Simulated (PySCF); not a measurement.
## Electronic structure of C2H10BN2Si2 (SMILES CB(C)N1[SiH]N[SiH2]1) (doublet) in real space

```xyz
17

C    -1.3095    1.1025    1.2239
B    -0.8969    0.0913    0.0671
C    -2.0274   -0.7102   -0.7135
N     0.4470   -0.0929   -0.2606
Si    1.2595   -1.1438   -1.4436
N     2.7168   -0.4363   -0.7727
Si    1.9322    0.6204    0.3633
H    -1.6234    2.0527    0.7923
H    -0.4880    1.3183    1.9039
H    -2.1489    0.7370    1.8120
H    -1.6592   -1.1687   -1.6300
H    -2.4228   -1.5096   -0.0877
H    -2.8735   -0.0759   -0.9704
H     1.1371   -2.5683   -1.0985
H     3.6835   -0.5199   -1.0300
H     2.0630    2.0453    0.0797
H     2.2036    0.2700    1.7546
```

Geometry: GFN2-xTB.

Computed with UKS B3LYP, pcH-1 on B C H N Si, non-relativistic, mean-field spin-orbit, GIAO in PySCF 2.14.0, density-fitted response routines.

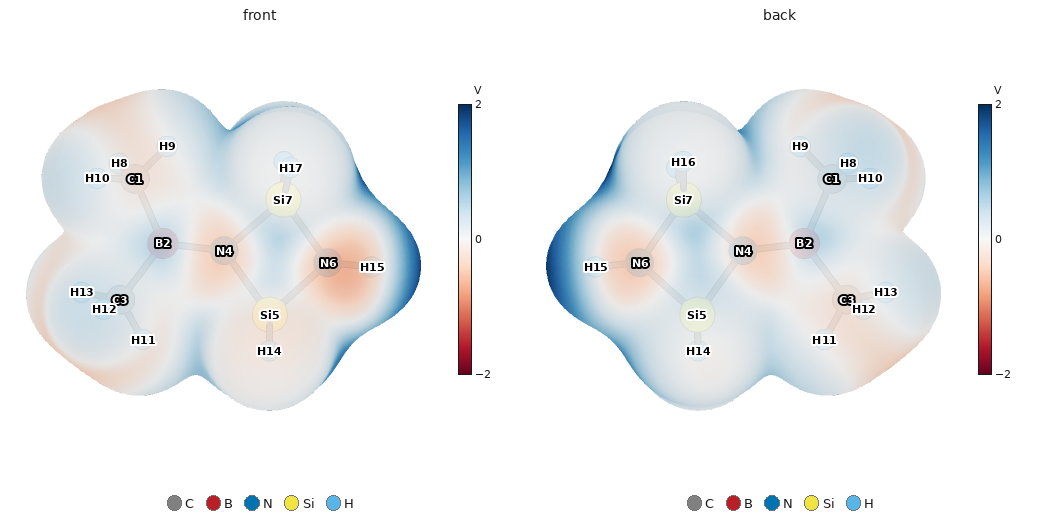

Figure 1. The electrostatic potential painted on the density surface at 0.002 e/bohr³, seen from the front and from behind; red is negative and blue positive.

Q: Which sites attract a positive test charge, and which a negative one?

A: A positive charge is drawn to the negative regions and a negative charge to the positive ones. The most negative region (about −0.6 V) lies over Si5 and N6, the most positive (about +1.9 V) over Si7 and H15.

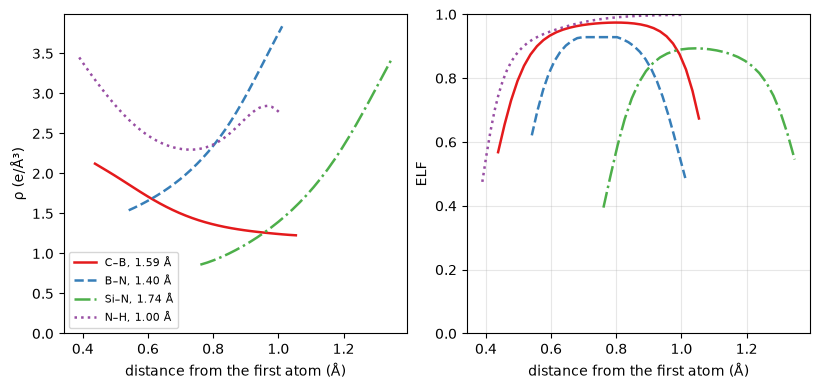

Figure 2. Total electron density and ELF along straight lines between neighbouring atoms. The curves leave out the atomic cores.

Q: Compare the contacts.

A: C–B (1.59 Å): ρ at the midpoint is about 1.4 e/Å³; the ELF peaks at about 1 between the atoms, as expected for a shared electron pair.
B–N (1.40 Å): ρ at the midpoint is about 1.9 e/Å³; the ELF peaks at about 0.95 between the atoms; a polar covalent bond.
Si–N (1.74 Å): the density is about 1 e/Å³ at the midpoint; the ELF peaks at about 0.90 between the atoms; a polar covalent bond.
N–H (1.00 Å): the density is about 2.8 e/Å³ at the midpoint; the ELF climbs to about 1 towards the hydrogen, as it does in any bond to H; an ordinary covalent bond to hydrogen.
